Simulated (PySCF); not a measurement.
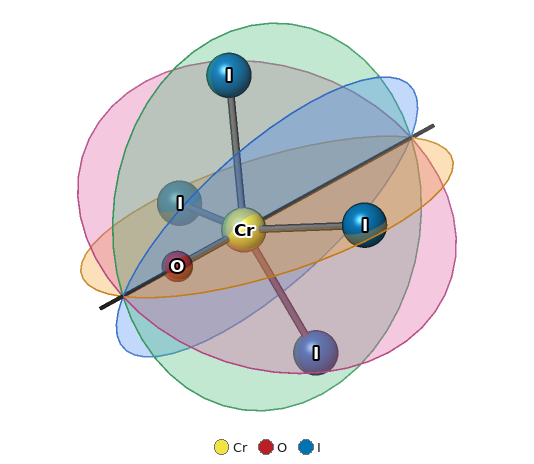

All proper rotation axes (lines) and mirror planes (discs) of the structure are drawn in. Distant atoms are faded towards the background colour. State: charge −1, doublet. Computed geometry: PBE0-D3(BJ)/def2-SVP optimisation. No frequency run is at hand to confirm it as a minimum. Other spin states may lie lower.

**Name the symmetry elements and the point group.**

It has 1 C4 axis and 4 mirror planes. Point group C4v. The group has 8 operations. The geometry is achiral, and symmetry allows a dipole moment.
